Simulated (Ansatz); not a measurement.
## GeSiH4F (SMILES F[SiH][GeH3]): methods side by side

GeSiH4F: 7 atoms, total charge 0, spin state doublet. SMILES: `F[SiH][GeH3]`. The shape was relaxed beforehand at wB97X-V/def2-SVP.

```csv
atom,x (Å),y (Å),z (Å)
F,-0.8112,-1.7854,1.4344
Si,-0.8896,-1.1395,-0.0692
Ge,0.3260,0.9125,-0.0874
H,-0.3162,-2.1540,-1.0123
H,0.2984,1.4758,-1.5172
H,-0.3342,1.9205,0.8629
H,1.7879,0.7021,0.3430
```

Quantity: the dissociation energy of the Ge3–Si2 bond into doublet GeH3 and singlet SiHF (shapes relaxed at wB97X-V/def2-SVP, no zero-point term), in eV. The values are calculated.

```json
{"level": "UHF/def2-TZVP", "kind": "Hartree–Fock", "program": "Ansatz", "value (eV)": "1.71", "CPU time (all runs)": "7.4 s"}
{"level": "UPBE/def2-TZVP", "kind": "GGA", "program": "Ansatz", "value (eV)": "2.02", "CPU time (all runs)": "9.1 s"}
{"level": "U-r2SCAN/def2-TZVP", "kind": "meta-GGA", "program": "Ansatz", "value (eV)": "2.19", "CPU time (all runs)": "21 s"}
{"level": "UB3LYP/def2-TZVP", "kind": "global hybrid", "program": "Ansatz", "value (eV)": "1.80", "CPU time (all runs)": "10 s"}
{"level": "UPBE0-D4/def2-TZVP", "kind": "global hybrid", "program": "Ansatz", "value (eV)": "2.15", "CPU time (all runs)": "11 s"}
{"level": "U-wB97M-V/def2-TZVP", "kind": "range-separated hybrid", "program": "Ansatz", "value (eV)": "1.77", "CPU time (all runs)": "45 s"}
{"level": "UMP2/def2-TZVP", "kind": "perturbation theory", "program": "Ansatz", "value (eV)": "2.01", "CPU time (all runs)": "10 s"}
```

All-electron rows without a relativistic Hamiltonian named are non-relativistic. The values span 1.71 to 2.19 eV. Hartree–Fock misses the correlation of the electron pair that is broken and comes out low. A fragment with an even electron count was run as a singlet and may have a lower triplet. Measured bond enthalpies also hold zero-point and thermal terms, a few tenths of an eV less. In the correlated wave-function rows the outer d shell of Ge is correlated, in sets not made for it. CPU times are rough (shared hosts, several kinds of processor): they show what a rung costs within a factor of a few.

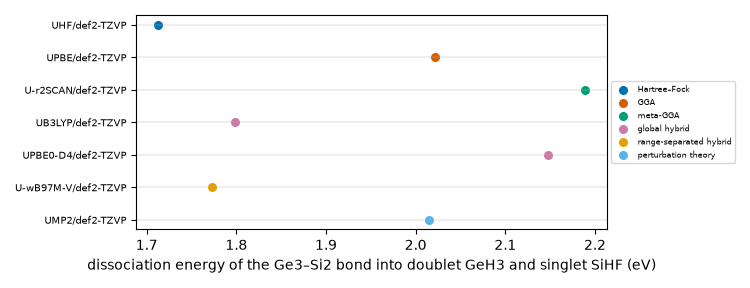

The values of the table, level by level.
